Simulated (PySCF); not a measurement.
```xyz
18

C    -2.7939    0.8069    0.5629
C    -2.3839   -0.5977    0.3897
C    -0.9744   -0.4875   -0.1219
N    -0.6653   -0.6129   -1.3645
C     0.7421   -0.3634   -1.4847
C     1.2424   -0.0560   -0.0996
Si    3.0169    0.3581    0.3194
C     0.1654   -0.1354    0.7058
H    -2.5577    1.3335    1.4683
H    -3.0852    1.3810   -0.2953
H    -2.3977   -1.1482    1.3319
H    -2.9894   -1.1072   -0.3599
H     0.9087    0.4666   -2.1766
H     1.2316   -1.2408   -1.9148
H     3.1278    0.5662    1.7628
H     3.4010    1.5753   -0.4016
H     3.8759   -0.7521   -0.1017
H     0.1269    0.0198    1.7681
```

Geometry: GFN2-xTB.

Computed with UKS B3LYP, pcH-1 on C H N Si, non-relativistic, mean-field spin-orbit, GIAO (PySCF 2.14.0, density-fitted response routines).

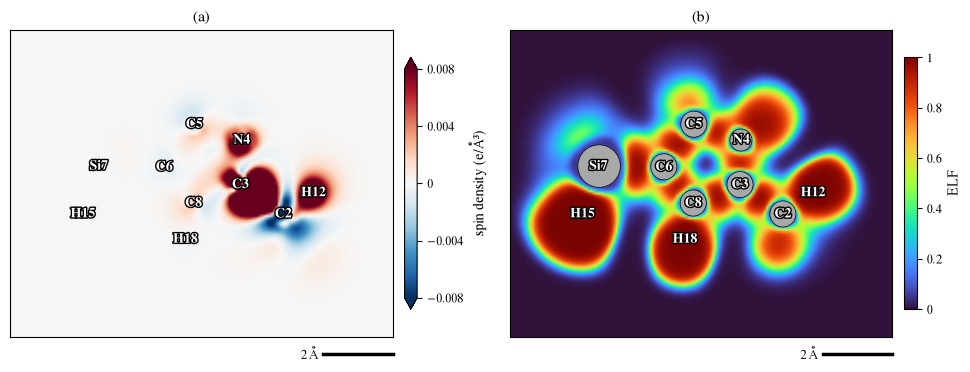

C₆H₁₀NSi (doublet). (a) spin density (α minus β); (b) ELF on the plane of atoms C3, C8 and C6. Grey discs cover the atomic cores in the ELF map.

**What do the fields say about this system?**

- The section cuts through C, N, Si and H sites.
- C–N (1.29 Å): the ELF peaks at about 0.90 between the atoms; a covalent bond.
- C–C (1.35 Å): the ELF peaks at about 0.90 between the atoms, as expected for a covalent bond.
- C–Si (1.87 Å): the ELF peaks at about 0.95 between the atoms; localised, covalent bonding.
- C–H (1.09 Å): the ELF climbs to about 1 towards the hydrogen, as it does in any bond to H (a covalent bond by its length).
- C–N (1.43 Å): the ELF peaks at about 0.95 between the atoms, as expected for a covalent bond.
- The ELF also peaks beside N4, away from the bonds: non-bonding electrons, paired or unpaired.
- The unpaired spin (1 electron) lies mostly on C1 (about 0.7), in electrons by Hirshfeld's partition.
